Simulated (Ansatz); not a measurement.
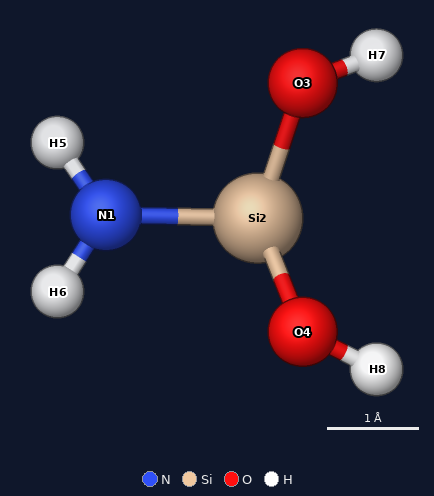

Figure 1. The input geometry of the first run (ball-and-stick view, seen at a tilt; atoms are numbered from 1 in the order of the input). Bond lengths as drawn: H–N 1.01 Å, H–O 0.96 Å, N–Si 1.70 Å and O–Si 1.65 Å.

# What a change does: single-point calculation on SiNH4O2

System: SiNH4O2, multiplicity 2, SMILES N[Si](O)O.
Method of the first run: UKS PBE0-D4/def2-TZVPP (Ansatz 0.2.0).

The geometry comes from this level: PBE0-D4/def2-TZVP. Text and figures count atoms from 1; the logs count them from 0 in places.

### Input, the first run
```yaml
crystal:
  periodic: [false, false, false]
  atoms:
    - {symbol: N, position_ang: [-0.497988, 1.267000, 0.129325]}
    - {symbol: Si, position_ang: [0.096003, -0.243642, -0.376010]}
    - {symbol: O, position_ang: [1.641629, -0.288271, 0.202587]}
    - {symbol: O, position_ang: [-0.956478, -1.334688, 0.277860]}
    - {symbol: H, position_ang: [0.071205, 2.094005, 0.065112]}
    - {symbol: H, position_ang: [-1.483642, 1.467442, 0.110502]}
    - {symbol: H, position_ang: [2.250895, -0.848017, -0.280890]}
    - {symbol: H, position_ang: [-1.029424, -2.171030, -0.184186]}
basis:
  gaussian: {orbitals: def2-TZVPP}
magnetization: {spin_polarized: true, initial_magnetization: 1}
hamiltonian: {xc: pbe0, dispersion: d4}
output: {orbitals: {seedname: orbitals}}
```

Hardware: 4 CPU threads, shared host.

### Output (the first run)
```
Functional definition: PBE0
  parameter a = 0.25
  parameter kappa = 0.804
  parameter beta = 0.06672455060314922
  exchange = (1 - a)*pbe_x(kappa = kappa, mu = beta*pi^2/3) + a*exact_x
  correlation = pbe_c(beta = beta)
984 factors; their error is unknown
mean field evaluation 1: about -13509.1342 eV, gradient 6.3e1 eV
mean field evaluation 2: about -13487.0230 eV, gradient 9.7e1 eV
mean field evaluation 4: about -13522.5325 eV, gradient 2.3e0 eV
mean field evaluation 8: about -13522.5567 eV, gradient 5.6e-2 eV
mean field evaluation 16: about -13522.5874 eV, gradient 1.3e-4 eV
mean field -13522.58744750 eV, -496.9459227567 hartree, gradient 1.7e-5 eV, S^2 0.752106; 0 other end points of the search recorded, 0 dependent functions left out
reference -13522.58747595 eV, -496.9459238020 hartree; 21, 20 occupied and 170, 171 virtual orbitals, 984 factors
Total energy: -13522.70526762 eV, -496.9502525662 hartree
```

The input of the second run differs as follows (lines with − go, lines with + come):
```diff
-  gaussian: {orbitals: def2-TZVPP}
+  gaussian: {orbitals: def2-SVP}
```

How does the second run compare with the first run?

The total energy of the second run is 237.6 kcal/mol higher, which measures the change of basis and not a stability. The HOMO goes from −5.33 to −5.07 eV. The LUMO goes from −1.52 to −1.34 eV. The basis functions go from 191 to 80.

### Output (the second run)
```
Functional definition: PBE0
  parameter a = 0.25
  parameter kappa = 0.804
  parameter beta = 0.06672455060314922
  exchange = (1 - a)*pbe_x(kappa = kappa, mu = beta*pi^2/3) + a*exact_x
  correlation = pbe_c(beta = beta)
778 factors; integrals over basis functions are off by at most 6.6e-4 eV
mean field evaluation 1: about -13501.2092 eV, gradient 5.5e1 eV
mean field evaluation 2: about -13487.4780 eV, gradient 7.9e1 eV
mean field evaluation 4: about -13512.1611 eV, gradient 1.2e0 eV
mean field evaluation 8: about -13512.2827 eV, gradient 5.5e-2 eV
mean field evaluation 16: about -13512.2827 eV, gradient 9.8e-5 eV
mean field -13512.28268920 eV, -496.5672298738 hartree, gradient 2.3e-5 eV, S^2 0.751831; 0 other end points of the search recorded, 0 dependent functions left out
reference -13512.28271342 eV, -496.5672307640 hartree; 21, 20 occupied and 59, 60 virtual orbitals, 778 factors
Total energy: -13512.40050509 eV, -496.5715595281 hartree
```

### The two runs side by side

| quantity | the first run | the second run |
| --- | --- | --- |
| outcome | converged | converged |
| total energy (hartree) | −496.950253 | −496.571560 |
| HOMO (eV) | −5.33 | −5.07 |
| LUMO (eV) | −1.52 | −1.34 |
| ⟨S²⟩ | 0.752 | 0.752 |
| basis functions | 191 | 80 |
| wall time (shared host) | 1.4 s | 0.6 s |
